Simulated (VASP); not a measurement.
Band structure of Ga4As3Sb (ordered alloy cell). These are PBEsol GGA, VASP's PBE PAW potentials (set 64) (plane waves; VASP) values and carry that method's errors.

Unless said otherwise, spin-orbit coupling is left out, though it shifts the bands of the heavy elements here.

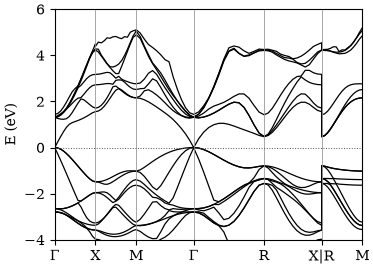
Bands along high-symmetry lines, zero at the valence-band maximum or, without a gap, the Fermi level

Task: Read the plot: is there a gap, and where are the band edges?

Result: It has no gap at this level: it comes out as a metal or semimetal. (Edges off the drawn lines would not show.)

The structure was generated: Ga4As3Sb was put into an ordered model structure (P-43m), which need not be its known phase. It was relaxed first.
